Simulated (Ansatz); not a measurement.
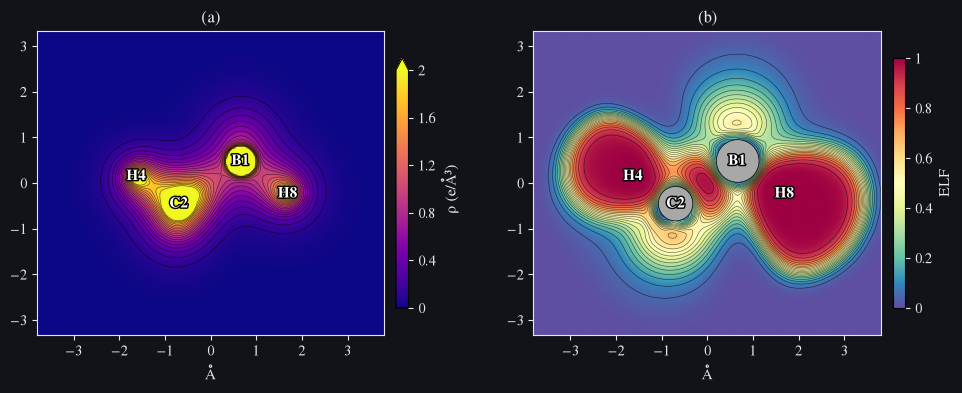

CH6B (charge −1). (a) electron density; (b) electron localisation function on the plane of atoms B1, C2 and H4. Grey discs cover the atomic cores in the ELF map.

Geometry: PBE-D4/def2-TZVPD.

Level of theory: Ansatz, RKS PBE0-D4/def2-TZVPD.

The calculation's input:

```
crystal:
  periodic: [false, false, false]
  atoms:
    - {symbol: B, position_ang: [-0.002091, 0.002994, -0.820166]}
    - {symbol: C, position_ang: [0.002114, -0.003032, 0.830406]}
    - {symbol: H, position_ang: [-1.019510, 0.036458, 1.260541]}
    - {symbol: H, position_ang: [0.550124, 0.860563, 1.259574]}
    - {symbol: H, position_ang: [0.478989, -0.910819, 1.253257]}
    - {symbol: H, position_ang: [1.164932, -0.040606, -1.264331]}
    - {symbol: H, position_ang: [-0.548112, 1.038858, -1.256015]}
    - {symbol: H, position_ang: [-0.626455, -0.984416, -1.263256]}
basis:
  gaussian: {orbitals: def2-TZVPD, initial_orbitals: start.molden}
total_charge: -1
hamiltonian: {xc: pbe0, dispersion: d4}
output: {forces: true, orbitals: {seedname: orbitals}}
```

Run with:

```sh
ansatz run in.yaml --threads 2 --pin off --events-out ev --progress --plain --max-ram 4352MiB
```

### What do the fields say about this system?

Atoms in the plane: B, C and H.
C–B (1.65 Å): ρ at the midpoint is about 1.2 e/Å³; the ELF peaks at about 1 between the atoms, as expected for localised, covalent bonding.
C–H (1.11 Å): ρ is about 1.8 e/Å³ halfway; the ELF climbs to about 1 towards the hydrogen, as it does in any bond to H; an ordinary covalent bond to hydrogen.
B–H (1.25 Å): ρ at the midpoint is about 1 e/Å³; the ELF climbs to about 1 towards the hydrogen: a covalent bond by its length.
